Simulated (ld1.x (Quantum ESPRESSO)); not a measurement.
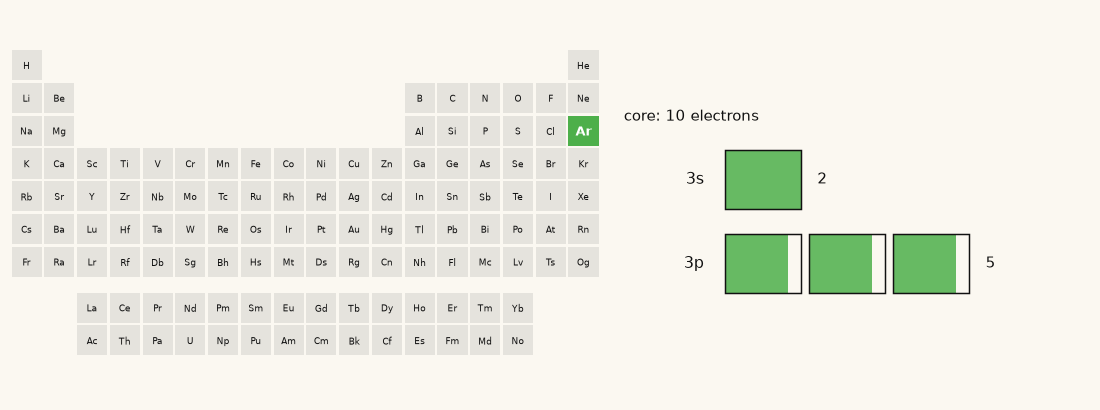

*Left, the place of argon in the periodic table; right, the valence shells of the reference configuration: a box for each of the 2l + 1 orbitals, shaded by the share of the shell that is filled, with the electron count at the right.*

# Ar: pseudopotential generation (part 1 of 2)

Argon (Ar, Z = 18), core [Ne], reference valence 3s2 3p5 (an ion of charge +1), valence charge 8. Computed at this level: TM potential, PBEsol, scalar-relativistic, made with ld1.x (Quantum ESPRESSO) 7.5.

**Log**
```
     Program LD1 v.7.5
     --------------------------- All-electron run ----------------------------

     Ar
     scalar relativistic calculation

     atomic number is 18.00
     dft =PBESOL   lsd =0 sic =0 latt =0  beta=0.20 tr2=1.0E-14
     Exchange-correlation= PBESOL
                           (   1   4  10   8   0   0   0)
     mesh =1161 r(mesh) = 100.44680 a.u. xmin = -7.00 dx = 0.01250
     1 Ry =  13.60569312 eV, c = 137.03599908

     n l     nl                  e(Ry)          e(Ha)          e(eV)
     1 0     1S 1( 2.00)      -230.0327      -115.0164     -3129.7548
     2 0     2S 1( 2.00)       -22.8087       -11.4043      -310.3278
     2 1     2P 1( 6.00)       -17.9021        -8.9511      -243.5710
     3 0     3S 1( 2.00)        -2.6899        -1.3449       -36.5974
     3 1     3P 1( 5.00)        -1.6220        -0.8110       -22.0689

     final scf error:  5.9E-15 reached in  20 iterations

     Etot =   -1055.791912 Ry,    -527.895956 Ha,  -14364.780761 eV

     Ekin =    1061.182824 Ry,     530.591412 Ha,   14438.127854 eV
     Encl =   -2505.042413 Ry,   -1252.521207 Ha,  -34082.838333 eV
     Eh   =     447.354458 Ry,     223.677229 Ha,    6086.567473 eV
     Exc  =     -59.286781 Ry,     -29.643391 Ha,    -806.637754 eV

     normalization and overlap integrals

     s(1S/1S) =  1.000000  <r> =   0.0858  <r2> =    0.0099  r(max) =   0.0563
     s(2S/2S) =  1.000000  <r> =   0.4145  <r2> =    0.2039  r(max) =   0.3403
     s(2P/2P) =  1.000000  <r> =   0.3768  <r2> =    0.1765  r(max) =   0.2821
     s(3S/3S) =  1.000000  <r> =   1.3694  <r2> =    2.1694  r(max) =   1.1585
     s(3P/3P) =  1.000000  <r> =   1.5526  <r2> =    2.8531  r(max) =   1.2644

     ------------------------ End of All-electron run ------------------------

     --------------------- Generating NC pseudopotential ---------------------

      Generating local pot.: lloc=0, matching radius rcloc =   1.0800

      Computing core charge for nlcc:

       r > 0.90 : true rho core
      Core charge pseudized with two Bessel functions
      Integrated core pseudo-charge :   2.90

      Wfc   3P  rcut= 1.665  Using Troullier-Martins method

      Wfc   3D  rcut= 1.544  Using Troullier-Martins method

     ------------------- End of pseudopotential generation -------------------

     --------------------------- All-electron run ----------------------------

     Ar
     scalar relativistic calculation

     atomic number is 18.00
     dft =PBESOL   lsd =0 sic =0 latt =0  beta=0.20 tr2=1.0E-14
     Exchange-correlation= PBESOL
                           (   1   4  10   8   0   0   0)
     mesh =1161 r(mesh) = 100.44680 a.u. xmin = -7.00 dx = 0.01250
     1 Ry =  13.60569312 eV, c = 137.03599908

     n l     nl                  e(Ry)          e(Ha)          e(eV)
     1 0     1S 1( 2.00)      -230.0327      -115.0164     -3129.7548
     2 0     2S 1( 2.00)       -22.8087       -11.4043      -310.3278
     2 1     2P 1( 6.00)       -17.9021        -8.9511      -243.5710
     3 0     3S 1( 2.00)        -2.6899        -1.3449       -36.5974
     3 1     3P 1( 5.00)        -1.6220        -0.8110       -22.0689

     final scf error:  5.9E-15 reached in  20 iterations

     Etot =   -1055.791912 Ry,    -527.895956 Ha,  -14364.780761 eV

     Ekin =    1061.182824 Ry,     530.591412 Ha,   14438.127854 eV
     Encl =   -2505.042413 Ry,   -1252.521207 Ha,  -34082.838333 eV
     Eh   =     447.354458 Ry,     223.677229 Ha,    6086.567473 eV
     Exc  =     -59.286781 Ry,     -29.643391 Ha,    -806.637754 eV

     normalization and overlap integrals

     s(1S/1S) =  1.000000  <r> =   0.0858  <r2> =    0.0099  r(max) =   0.0563
     s(2S/2S) =  1.000000  <r> =   0.4145  <r2> =    0.2039  r(max) =   0.3403
     s(2P/2P) =  1.000000  <r> =   0.3768  <r2> =    0.1765  r(max) =   0.2821
     s(3S/3S) =  1.000000  <r> =   1.3694  <r2> =    2.1694  r(max) =   1.1585
     s(3P/3P) =  1.000000  <r> =   1.5526  <r2> =    2.8531  r(max) =   1.2644

     ------------------------ End of All-electron run ------------------------

     Computing logarithmic derivative in   1.85132
     Computing logarithmic derivative in   1.85132
     Computing the partial wave expansion
       no projector for channel:   0
     R is outside the sphere for l=    1 j= 0.00
     R is outside the sphere for l=    2 j= 0.00

     ---------------------- Testing the pseudopotential ----------------------

     Ar
     scalar relativistic calculation

     atomic number is 18.00   valence charge is  8.00
     dft =PBESOL   lsd =0 sic =0 latt =0  beta=0.20 tr2=1.0E-14
     mesh =1161 r(mesh) = 100.44680 xmin = -7.00 dx = 0.01250

     n l     nl             e AE (Ry)        e PS (Ry)    De AE-PS (Ry)
     1 0     3S   1( 2.00)       -2.68986       -2.68989        0.00002
     2 1     3P   1( 5.00)       -1.62203       -1.62204        0.00001

     eps = 3.4E-16  iter =  6

     Etot =   -1055.791912 Ry,    -527.895956 Ha,  -14364.780761 eV
     Etotps =   -46.750834 Ry,     -23.375417 Ha,    -636.077499 eV

     Ekin =      14.550251 Ry,       7.275125 Ha,     197.966245 eV
     Encl =     -75.837384 Ry,     -37.918692 Ha,   -1031.820180 eV
     Ehrt =      29.406302 Ry,      14.703151 Ha,     400.093118 eV
     Ecxc =     -12.643185 Ry,      -6.321593 Ha,    -172.019300 eV
     (Ecc =      -5.631729 Ry,      -2.815864 Ha,     -76.623576 eV)
     Epseu=      -2.226817 Ry,      -1.113408 Ha,     -30.297382 eV

     ---------------------- End of pseudopotential test ----------------------
```

**Output of the test run (extracts)**
```
     ---------------------- Testing the pseudopotential ----------------------

     Ar
     scalar relativistic calculation

     atomic number is 18.00   valence charge is  8.00
     dft =PBESOL   lsd =0 sic =0 latt =0  beta=0.20 tr2=1.0E-14
     mesh =1161 r(mesh) = 100.44680 xmin = -7.00 dx = 0.01250

     n l     nl             e AE (Ry)        e PS (Ry)    De AE-PS (Ry)
     1 0     3S   1( 2.00)       -2.68986       -2.68989        0.00002
     2 1     3P   1( 5.00)       -1.62203       -1.62204        0.00001

     eps = 1.5E-15  iter =  6

     Etot =   -1055.791912 Ry,    -527.895956 Ha,  -14364.780761 eV
     Etotps =   -46.750834 Ry,     -23.375417 Ha,    -636.077501 eV

     Ekin =      14.550251 Ry,       7.275125 Ha,     197.966243 eV
     Encl =     -75.837385 Ry,     -37.918692 Ha,   -1031.820181 eV
     Ehrt =      29.406302 Ry,      14.703151 Ha,     400.093119 eV
     Ecxc =     -12.643185 Ry,      -6.321593 Ha,    -172.019300 eV
     (Ecc =      -5.631729 Ry,      -2.815864 Ha,     -76.623576 eV)
     Epseu=      -2.226817 Ry,      -1.113408 Ha,     -30.297382 eV

     ---------------------- End of pseudopotential test ----------------------

     ---------------------- Testing the pseudopotential ----------------------

     Ar
     scalar relativistic calculation

     atomic number is 18.00   valence charge is  8.00
     dft =PBESOL   lsd =0 sic =0 latt =0  beta=0.20 tr2=1.0E-14
     mesh =1161 r(mesh) = 100.44680 xmin = -7.00 dx = 0.01250

     n l     nl             e AE (Ry)        e PS (Ry)    De AE-PS (Ry)
     1 0     3S   1( 2.00)       -1.77872       -1.77950        0.00078
     2 1     3P   1( 6.00)       -0.75211       -0.75266        0.00054

     eps = 1.4E-15  iter = 13

     Etot =   -1056.968901 Ry,    -528.484450 Ha,  -14380.794503 eV
     Etotps =   -47.928300 Ry,     -23.964150 Ha,    -652.097735 eV
     dEtot_ae =      -1.176988 Ry
     dEtot_ps =      -1.177465 Ry,   Delta E=       0.000477 Ry

     Ekin =      15.344326 Ry,       7.672163 Ha,     208.770197 eV
     Encl =     -83.750359 Ry,     -41.875180 Ha,   -1139.481689 eV
     Ehrt =      36.241097 Ry,      18.120549 Ha,     493.085248 eV
     Ecxc =     -13.433225 Ry,      -6.716612 Ha,    -182.768330 eV
     (Ecc =      -5.631729 Ry,      -2.815864 Ha,     -76.623576 eV)
     Epseu=      -2.330139 Ry,      -1.165070 Ha,     -31.703160 eV

     ---------------------- End of pseudopotential test ----------------------

     ---------------------- Testing the pseudopotential ----------------------

     Ar
     scalar relativistic calculation

     atomic number is 18.00   valence charge is  8.00
     dft =PBESOL   lsd =0 sic =0 latt =0  beta=0.20 tr2=1.0E-14
     mesh =1161 r(mesh) = 100.44680 xmin = -7.00 dx = 0.01250

     n l     nl             e AE (Ry)        e PS (Ry)    De AE-PS (Ry)
     1 0     3S   1( 2.00)       -3.70740       -3.70547       -0.00193
     2 1     3P   1( 4.00)       -2.59914       -2.59747       -0.00167

     eps = 1.1E-16  iter =  6

     Etot =   -1053.689565 Ry,    -526.844782 Ha,  -14336.176865 eV
     Etotps =   -44.649018 Ry,     -22.324509 Ha,    -607.480840 eV
     dEtot_ae =       2.102348 Ry
     dEtot_ps =       2.101816 Ry,   Delta E=       0.000532 Ry

     Ekin =      13.298715 Ry,       6.649357 Ha,     180.938229 eV
     Encl =     -66.892011 Ry,     -33.446006 Ha,    -910.112181 eV
     Ehrt =      22.722833 Ry,      11.361416 Ha,     309.159887 eV
     Ecxc =     -11.740088 Ry,      -5.870044 Ha,    -159.732034 eV
     (Ecc =      -5.631729 Ry,      -2.815864 Ha,     -76.623576 eV)
     Epseu=      -2.038466 Ry,      -1.019233 Ha,     -27.734743 eV

     ---------------------- End of pseudopotential test ----------------------

     ---------------------- Testing the pseudopotential ----------------------

     Ar
     scalar relativistic calculation

     atomic number is 18.00   valence charge is  8.00
     dft =PBESOL   lsd =0 sic =0 latt =0  beta=0.20 tr2=1.0E-14
     mesh =1161 r(mesh) = 100.44680 xmin = -7.00 dx = 0.01250

     n l     nl             e AE (Ry)        e PS (Ry)    De AE-PS (Ry)
     1 0     3S   1( 2.00)       -4.81208       -4.80673       -0.00535  !
     2 1     3P   1( 3.00)       -3.66579       -3.66097       -0.00482

     eps = 3.4E-16  iter =  9

     Etot =   -1050.564262 Ry,    -525.282131 Ha,  -14293.654952 eV
     Etotps =   -41.526570 Ry,     -20.763285 Ha,    -564.997773 eV
     dEtot_ae =       5.227651 Ry
     dEtot_ps =       5.224264 Ry,   Delta E=       0.003387 Ry

     Ekin =      11.584380 Ry,       5.792190 Ha,     157.613517 eV
     Encl =     -57.124439 Ry,     -28.562220 Ha,    -777.217593 eV
     Ehrt =      16.517556 Ry,       8.258778 Ha,     224.732793 eV
     Ecxc =     -10.757726 Ry,      -5.378863 Ha,    -146.366314 eV
     (Ecc =      -5.631729 Ry,      -2.815864 Ha,     -76.623576 eV)
     Epseu=      -1.746341 Ry,      -0.873170 Ha,     -23.760176 eV

     ---------------------- End of pseudopotential test ----------------------

     ---------------------- Testing the pseudopotential ----------------------

     Ar
     scalar relativistic calculation

     atomic number is 18.00   valence charge is  8.00
     dft =PBESOL   lsd =0 sic =0 latt =0  beta=0.20 tr2=1.0E-14
     mesh =1161 r(mesh) = 100.44680 xmin = -7.00 dx = 0.01250

     n l     nl             e AE (Ry)        e PS (Ry)    De AE-PS (Ry)
     1 0     3S   1( 1.00)       -2.73568       -2.73515       -0.00054
     2 1     3P   1( 6.00)       -1.66231       -1.66205       -0.00026

     eps = 3.1E-16  iter =  6

     Etot =   -1054.721293 Ry,    -527.360647 Ha,  -14350.214247 eV
     Etotps =   -45.680333 Ry,     -22.840166 Ha,    -621.512592 eV
     dEtot_ae =       1.070619 Ry
     dEtot_ps =       1.070501 Ry,   Delta E=       0.000118 Ry

     Ekin =      15.821043 Ry,       7.910522 Ha,     215.256262 eV
     Encl =     -75.302320 Ry,     -37.651160 Ha,   -1024.540263 eV
     Ehrt =      29.099163 Ry,      14.549581 Ha,     395.914276 eV
     Ecxc =     -12.565567 Ry,      -6.282783 Ha,    -170.963243 eV
     (Ecc =      -5.631729 Ry,      -2.815864 Ha,     -76.623576 eV)
     Epseu=      -2.732652 Ry,      -1.366326 Ha,     -37.179623 eV

     ---------------------- End of pseudopotential test ----------------------

     ---------------------- Testing the pseudopotential ----------------------

     Ar
     scalar relativistic calculation

     atomic number is 18.00   valence charge is  8.00
     dft =PBESOL   lsd =0 sic =0 latt =0  beta=0.20 tr2=1.0E-14
     mesh =1161 r(mesh) = 100.44680 xmin = -7.00 dx = 0.01250

     n l     nl             e AE (Ry)        e PS (Ry)    De AE-PS (Ry)
     1 0     3S   1( 2.00)       -5.99097       -5.98067       -0.01030  !
     2 1     3P   1( 2.00)       -4.80993       -4.80037       -0.00956  !

     eps = 5.2E-16  iter =  9

     Etot =   -1046.332723 Ry,    -523.166362 Ha,  -14236.081934 eV
     Etotps =   -37.301768 Ry,     -18.650884 Ha,    -507.516410 eV
     dEtot_ae =       9.459189 Ry
     dEtot_ps =       9.449066 Ry,   Delta E=       0.010123 Ry

     Ekin =       9.398932 Ry,       4.699466 Ha,     127.878986 eV
     Encl =     -46.682818 Ry,     -23.341409 Ha,    -635.152094 eV
     Ehrt =      11.033189 Ry,       5.516594 Ha,     150.114182 eV
     Ecxc =      -9.722787 Ry,      -4.861394 Ha,    -132.285260 eV
     (Ecc =      -5.631729 Ry,      -2.815864 Ha,     -76.623576 eV)
     Epseu=      -1.328284 Ry,      -0.664142 Ha,     -18.072223 eV

     ---------------------- End of pseudopotential test ----------------------

     ---------------------- Testing the pseudopotential ----------------------

     Ar
     scalar relativistic calculation

     atomic number is 18.00   valence charge is  8.00
     dft =PBESOL   lsd =0 sic =0 latt =0  beta=0.20 tr2=1.0E-14
     mesh =1161 r(mesh) = 100.44680 xmin = -7.00 dx = 0.01250

     n l     nl             e AE (Ry)        e PS (Ry)    De AE-PS (Ry)
     1 0     3S   1( 2.00)       -2.21930       -2.21983        0.00053
     2 1     3P   1( 5.50)       -1.17213       -1.17253        0.00039

     eps = 1.3E-16  iter = 11

     Etot =   -1056.489223 Ry,    -528.244612 Ha,  -14374.268157 eV
     Etotps =   -47.448324 Ry,     -23.724162 Ha,    -645.567332 eV
     dEtot_ae =      -0.697311 Ry
     dEtot_ps =      -0.697490 Ry,   Delta E=       0.000179 Ry

     Ekin =      15.004263 Ry,       7.502131 Ha,     204.143393 eV
     Encl =     -79.940392 Ry,     -39.970196 Ha,   -1087.644440 eV
     Ehrt =      32.830858 Ry,      16.415429 Ha,     446.686584 eV
     Ecxc =     -13.055008 Ry,      -6.527504 Ha,    -177.622427 eV
     (Ecc =      -5.631729 Ry,      -2.815864 Ha,     -76.623576 eV)
     Epseu=      -2.288045 Ry,      -1.144023 Ha,     -31.130441 eV

     ---------------------- End of pseudopotential test ----------------------
```

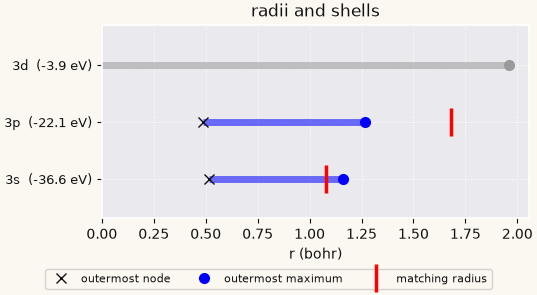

*Outer shells of the all-electron reference atom: each bar runs from the outermost node (or the nucleus) to the outermost maximum of u(r); the tick is the radius chosen for the pseudo-wave. Shells without a tick have no pseudo-wave of their own. Levels, nodes and maxima are from ld1.x, scalar-relativistic.*

- Radii against the shells: 3s: 1.08 bohr, between node and maximum; 3p: 1.68 bohr, outside the maximum.

(Continued in part 2.) Outcome of the run: generated.
